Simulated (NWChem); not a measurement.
**CH5FSi (SMILES C[SiH2]F) at 6 levels**

Aim: a comparison of 6 runs (revPBE/6-311+G**, PBE/6-311+G**, SVWN5/6-311+G**, TPSS/6-311+G**, r2SCAN/6-311+G**, CCSD(T)/6-311+G**) of CH5FSi. 

The results are computed with NWChem 7.3.0.

1 further run of the same task is left out (set aside as unsound or not needed).

## (1) The structure to begin with

CH5FSi: 8 atoms, total charge 0, spin state singlet. SMILES: `C[SiH2]F`. The coordinates come from a PBE0-D4/def2-TZVP relaxation.

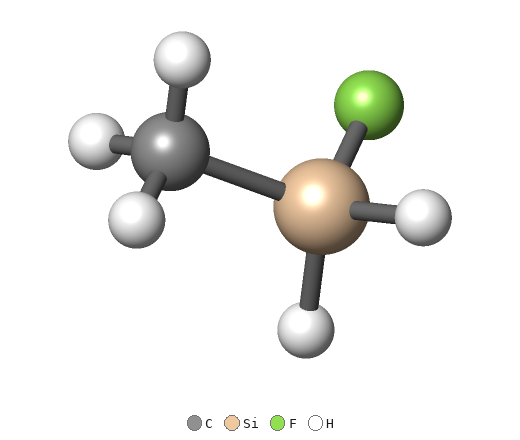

The structure, seen from a chosen angle (carbon grey, silicon light orange, fluorine green, hydrogen white).

## (2) Energy and gradient at revPBE/6-311+G(d,p) (run 1)

Contents of a.nw:

```
start a
title "CH5FSi revPBE"
memory total 2200 mb
geometry units atomic noautosym nocenter noautoz
   C     -0.98530320     1.32337521    -0.82581032
   Si     0.84735319    -1.21320417     0.74681976
   F      3.67835190    -1.22756609    -0.33788303
   H     -1.06278197     1.02517642    -2.86690350
   H     -2.92283940     1.34775267    -0.10676953
   H     -0.14588686     3.17530681    -0.46940797
   H      1.01799546    -0.79519675     3.51621340
   H     -0.25265638    -3.74392540     0.23810549
end
basis spherical bse
   C library 6-311+G**
   Si library 6-311+G**
   F library 6-311+G**
   H library 6-311+G**
end
dft
   xc revpbe cpbe96
   grid fine
   convergence energy 1e-08
   maxiter 100
   mulliken
   print low
end
task dft gradient
```

Started as:

```bash
$ nwchem a.nw > a.out
```

The log of the run:

```text
[...]
 d= 0,ls=0.0,diis     1   -430.3855468511 -5.46D+02  9.98D-03  1.08D+00     2.4
[...]
 d= 0,ls=0.0,diis    11   -430.4495348772 -6.60D-10  1.23D-07  5.08D-10    20.8
         Total DFT energy =     -430.449534877241
      One electron energy =     -825.528001551248
           Coulomb energy =      317.753840928284
    Exchange-Corr. energy =      -38.634489734535
 Nuclear repulsion energy =      115.959115480258
[...]
      Total Density - Mulliken Population Analysis
     ---------------------------------------------
    Atom       Charge   Shell Charges
 -----------   ------   -------------------------------------------------------
    1 C    6     6.76   1.11  0.88  0.65  0.74  1.58  0.59  1.10  0.06  0.04  0.02
    2 Si  14    13.31   0.79  1.18  0.95  1.04  0.83  0.43  1.97  3.89  0.67  1.15  0.09  0.04  0.02  0.25
    3 F    9     9.27   1.08  0.91  1.18  1.08  2.36  0.92  1.79 -0.13  0.08  0.00
    4 H    1     0.81   0.27  0.46  0.06  0.02
    5 H    1     0.82   0.27  0.46  0.06  0.02
    6 H    1     0.81   0.27  0.46  0.06  0.02
    7 H    1     1.11   0.25  0.59  0.25  0.01
    8 H    1     1.11   0.25  0.59  0.25  0.01
[...]
                         DFT ENERGY GRADIENTS
    atom               coordinates                        gradient
                 x          y          z           x          y          z
   1 C      -0.985303   1.323375  -0.825810    0.001162  -0.001693   0.001017
   2 Si      0.847353  -1.213204   0.746820    0.021722   0.002862  -0.010971
   3 F       3.678352  -1.227566  -0.337883   -0.029119   0.000405   0.010906
   4 H      -1.062782   1.025176  -2.866904    0.000596   0.000433   0.005789
   5 H      -2.922839   1.347753  -0.106770    0.005671  -0.000491  -0.001735
   6 H      -0.145887   3.175307  -0.469408   -0.001914  -0.005424  -0.000764
   7 H       1.017995  -0.795197   3.516213   -0.000216  -0.000740  -0.005109
   8 H      -0.252656  -3.743925   0.238105    0.002098   0.004647   0.000867
 Task  times  cpu:       28.0s     wall:       28.0s
 Total times  cpu:       28.1s     wall:       28.1s
```

It took 29 s on 1 thread of Intel Xeon Platinum 8375C at 2.90GHz (Ice Lake), shared host; peak memory 0.12 GiB.

## (3) Energy and forces at PBE/6-311+G(d,p) (run 2)

Contents of ch5fsi.xyz:

```xyz
8

C     -0.521400     0.700300    -0.437000
Si     0.448400    -0.642000     0.395200
F      1.946500    -0.649600    -0.178800
H     -0.562400     0.542500    -1.517100
H     -1.546700     0.713200    -0.056500
H     -0.077200     1.680300    -0.248400
H      0.538700    -0.420800     1.860700
H     -0.133700    -1.981200     0.126000
```

Contents of ch5fsi.nw:

```
start ch5fsi
memory total 2200 mb
charge 0

geometry noautosym nocenter noautoz
  load format xyz ch5fsi.xyz
end

basis spherical bse
  C library 6-311+G**
  Si library 6-311+G**
  F library 6-311+G**
  H library 6-311+G**
end

dft
  xc xpbe96 cpbe96
  grid fine
  convergence energy 1e-08
  maxiter 100
  mulliken
end

task dft gradient
```

Started as:

```bash
$ nwchem ch5fsi.nw > ch5fsi.out
```

The log of the run:

```text
[...]
          Wavefunction type:  closed shell.
          No. of atoms     :     8
          No. of electrons :    34
[...]
          Charge           :     0
          Spin multiplicity:     1
[...]
          AO basis - number of functions:   104
[...]
              XC Information
              --------------
          PerdewBurkeErnzerhof Exchange Functional  1.000
            Perdew 1991 LDA Correlation Functional  1.000 local
           PerdewBurkeErnz. Correlation Functional  1.000 non-local
[...]
 d= 0,ls=0.0,diis     1   -430.1838189614 -5.46D+02  1.01D-02  1.11D+00     2.4
[...]
 d= 0,ls=0.0,diis    11   -430.2498109607 -9.72D-10  1.37D-07  6.15D-10    20.8
         Total DFT energy =     -430.249810960698
      One electron energy =     -825.543002743351
           Coulomb energy =      317.752083633788
    Exchange-Corr. energy =      -38.418015669377
 Nuclear repulsion energy =      115.959123818242
[...]
      Total Density - Mulliken Population Analysis
     ---------------------------------------------
    Atom       Charge   Shell Charges
 -----------   ------   -------------------------------------------------------
    1 C    6     6.78   1.10  0.88  0.65  0.74  1.57  0.59  1.12  0.06  0.04  0.02
    2 Si  14    13.31   0.79  1.18  0.95  1.04  0.84  0.43  1.98  3.89  0.69  1.14  0.11  0.03  0.02  0.25
    3 F    9     9.27   1.08  0.92  1.18  1.08  2.35  0.91  1.79 -0.12  0.08  0.00
    4 H    1     0.81   0.27  0.45  0.06  0.02
    5 H    1     0.82   0.27  0.46  0.07  0.02
    6 H    1     0.81   0.27  0.45  0.06  0.02
    7 H    1     1.10   0.25  0.58  0.26  0.01
    8 H    1     1.10   0.25  0.58  0.26  0.01
[...]
  wavefunction    = closed shell
                         DFT ENERGY GRADIENTS
    atom               coordinates                        gradient
                 x          y          z           x          y          z
   1 C      -0.985303   1.323375  -0.825810   -0.000231  -0.000096   0.000118
   2 Si      0.847353  -1.213204   0.746820    0.020445   0.001268  -0.009041
   3 F       3.678352  -1.227566  -0.337883   -0.025504   0.000259   0.009637
   4 H      -1.062782   1.025176  -2.866903    0.000501   0.000485   0.005219
   5 H      -2.922839   1.347753  -0.106770    0.005106  -0.000345  -0.001649
   6 H      -0.145887   3.175307  -0.469408   -0.001789  -0.004857  -0.000760
   7 H       1.017995  -0.795197   3.516213   -0.000283  -0.000732  -0.004395
   8 H      -0.252656  -3.743925   0.238105    0.001756   0.004017   0.000870
[...]
```

It took 29 s on 1 thread of Intel Xeon Platinum 8375C at 2.90GHz (Ice Lake), shared host; peak memory 0.12 GiB.

Run 3 isn't shown in full; the table further down has it.

## (4) Energy and gradient at TPSS/6-311+G(d,p) (run 4)

Contents of sp.nw:

```
start sp
title "CH5FSi"
memory 2200 mb
charge 0

geometry units angstrom noautosym nocenter noautoz
 C     -0.521400     0.700300    -0.437000
 Si     0.448400    -0.642000     0.395200
 F      1.946500    -0.649600    -0.178800
 H     -0.562400     0.542500    -1.517100
 H     -1.546700     0.713200    -0.056500
 H     -0.077200     1.680300    -0.248400
 H      0.538700    -0.420800     1.860700
 H     -0.133700    -1.981200     0.126000
end

basis spherical bse
 * library 6-311+G**
end

dft
 xc xtpss03 ctpss03
 grid fine
 convergence energy 1e-08
 maxiter 100
 mulliken
end

task dft gradient
```

Started as:

```bash
$ nwchem sp.nw > sp.out
```

The log of the run:

```text
[...]
          Wavefunction type:  closed shell.
          No. of atoms     :     8
          No. of electrons :    34
[...]
          Charge           :     0
          Spin multiplicity:     1
[...]
          AO basis - number of functions:   104
[...]
              XC Information
              --------------
                  TPSS metaGGA Exchange Functional  1.000
             TPSS03 metaGGA Correlation Functional  1.000
[...]
 d= 0,ls=0.0,diis     1   -430.5391176353 -5.46D+02  9.41D-03  8.12D-01     3.0
[...]
 d= 0,ls=0.0,diis    10   -430.6016044844 -7.72D-09  2.70D-07  1.68D-09    23.8
         Total DFT energy =     -430.601604484440
      One electron energy =     -825.556182025854
           Coulomb energy =      317.798628508803
    Exchange-Corr. energy =      -38.803174785631
 Nuclear repulsion energy =      115.959123818242
[...]
      Total Density - Mulliken Population Analysis
     ---------------------------------------------
    Atom       Charge   Shell Charges
 -----------   ------   -------------------------------------------------------
    1 C    6     6.74   1.10  0.89  0.65  0.74  1.57  0.58  1.10  0.06  0.03  0.03
    2 Si  14    13.29   0.79  1.18  0.95  1.03  0.80  0.47  1.97  3.90  0.66  1.15  0.08  0.04  0.02  0.26
    3 F    9     9.27   1.08  0.92  1.18  1.08  2.35  0.92  1.82 -0.13  0.05  0.00
    4 H    1     0.82   0.27  0.48  0.04  0.02
    5 H    1     0.83   0.27  0.48  0.05  0.02
    6 H    1     0.82   0.27  0.48  0.04  0.02
    7 H    1     1.12   0.25  0.62  0.23  0.01
    8 H    1     1.12   0.25  0.62  0.23  0.01
[...]
  wavefunction    = closed shell
                         DFT ENERGY GRADIENTS
    atom               coordinates                        gradient
                 x          y          z           x          y          z
   1 C      -0.985303   1.323375  -0.825810    0.000684  -0.001466   0.000999
   2 Si      0.847353  -1.213204   0.746820    0.018534   0.004257  -0.010988
   3 F       3.678352  -1.227566  -0.337883   -0.022077   0.000219   0.008344
   4 H      -1.062782   1.025176  -2.866903    0.000515  -0.000098   0.002791
   5 H      -2.922839   1.347753  -0.106770    0.002917  -0.000491  -0.000681
   6 H      -0.145887   3.175307  -0.469408   -0.000620  -0.002732  -0.000168
   7 H       1.017995  -0.795197   3.516213   -0.000077  -0.000087  -0.000412
   8 H      -0.252656  -3.743925   0.238105    0.000124   0.000398   0.000115
[...]
```

It took 34 s on 1 thread of Intel Xeon Platinum 8375C at 2.90GHz (Ice Lake), shared host; peak memory 0.13 GiB.

Run 5 isn't shown in full; the table further down has it.

## (5) A single-point energy at CCSD(T)/6-311+G(d,p) (run 6)

Contents of ch5fsi.nw:

```
start ch5fsi
title "CH5FSi energy"
memory 2200 mb

geometry units bohr noautosym nocenter noautoz
 C   -0.98530320   1.32337521  -0.82581032
 Si   0.84735319  -1.21320417   0.74681976
 F    3.67835190  -1.22756609  -0.33788303
 H   -1.06278197   1.02517642  -2.86690350
 H   -2.92283940   1.34775267  -0.10676953
 H   -0.14588686   3.17530681  -0.46940797
 H    1.01799546  -0.79519675   3.51621340
 H   -0.25265638  -3.74392540   0.23810549
end

basis spherical bse
 * library 6-311+G**
end

scf
 thresh 1e-08
 maxiter 80
end

ccsd
 freeze core 7
 maxiter 60
end

task ccsd(t)
```

Started as:

```bash
$ nwchem ch5fsi.nw > ch5fsi.out
```

The log of the run:

```text
[...]
  functions       =   104
[...]
  wavefunction    = RHF
[...]
         Total SCF energy =   -429.264839561201
      One-electron energy =   -825.262795088093
      Two-electron energy =    280.038840046634
 Nuclear repulsion energy =    115.959115480258
        Time for solution =     15.2s
[...]
 Total MP2 energy:           -429.732663846053470
[...]
             energy      energy      error      ampl     ampl      Block
                                                time     time      time
[...]
 Total CCSD energy:           -429.765265508380082
[...]
 Total CCSD+T(CCSD) energy:           -429.778621004515230
[...]
 Total CCSD(T) energy:                -429.777833481142466
[...]
```

It took 3.2 min on 1 thread of Intel Xeon Platinum 8375C at 2.90GHz (Ice Lake), shared host; peak memory 0.31 GiB.

## (6) Overview of the runs

| run | level | task | integration grid | energy (Eh) | largest force (eV/Å) | wall time |
| --- | --- | --- | --- | --- | --- | --- |
| 1 | revPBE/6-311+G** | gradient | fine | -430.449535 | 1.599 | 29 s |
| 2 | PBE/6-311+G** | gradient | fine | -430.249811 | 1.402 | 29 s |
| 3 | SVWN5/6-311+G** | gradient | fine | -428.367279 | 0.794 | 22 s |
| 4 | TPSS/6-311+G** | gradient | fine | -430.601604 | 1.214 | 34 s |
| 5 | r2SCAN/6-311+G** | gradient | fine | -430.465418 | 0.825 | 33 s |
| 6 | CCSD(T)/6-311+G** | energy | – | -429.777833 | – | 3.2 min |

## (7) Outcome

| quantity | value |
| --- | --- |
| run 6: total energy | -429.77783 Eh |
| run 6: HOMO energy (Hartree–Fock orbitals) | -12.70 eV |
| run 6: LUMO energy (Hartree–Fock orbitals) | 1.54 eV |
| run 6: HOMO–LUMO gap (Hartree–Fock orbitals) | 14.24 eV |
| run 6: correlation energy (7 core orbitals frozen) | -513.0 mEh |
| run 6: (T) correction | -12.57 mEh |

What this shows: Over runs 2, 3, 4, 5 the dipole moment (its size) runs from 1.86 D (TPSS/6-311+G**) to 1.96 D (SVWN5/6-311+G**). Over runs 2, 3, 4 the HOMO–LUMO gap runs from 7.19 eV (SVWN5/6-311+G**) to 7.65 eV (TPSS/6-311+G**). Totals of different functionals can't be ranked against each other. All runs together took 5.6 min, the longest 3.2 min.
